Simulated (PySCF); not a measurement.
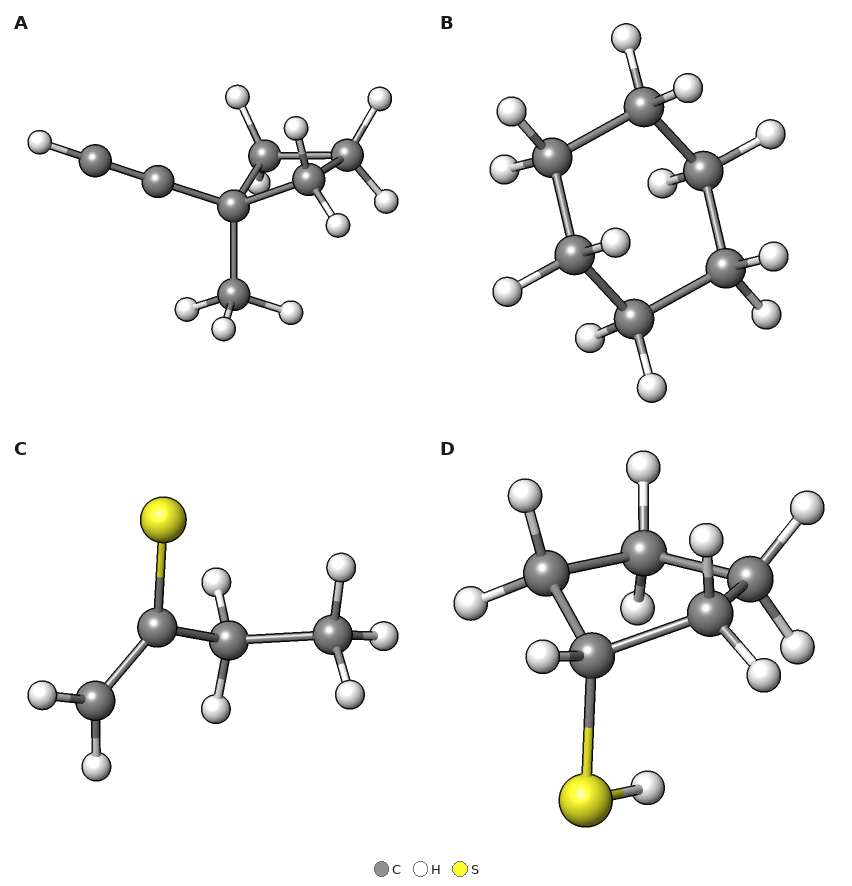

Source: calculation with PySCF.

```xyz
16
charge 0, multiplicity 1
S     2.2636    0.7494   -0.4583
C     1.0990   -0.4406    0.3043
C     0.1278    0.2078    1.2906
C    -1.0012    0.7653    0.4095
C    -0.9822   -0.0834   -0.8859
C     0.1561   -1.0992   -0.7025
H     1.3337    1.5628   -1.0035
H     1.7710   -1.1650    0.7889
H    -0.2658   -0.5805    1.9547
H     0.6082    0.9657    1.9252
H    -1.9723    0.7230    0.9241
H    -0.8227    1.8275    0.1809
H    -1.9433   -0.5841   -1.0730
H    -0.7929    0.5525   -1.7646
H     0.6586   -1.3742   -1.6405
H    -0.2354   -2.0268   -0.2510
```

### Which picture belongs to the input above?

D. The file holds C5H10S, `SC1CCCC1`.
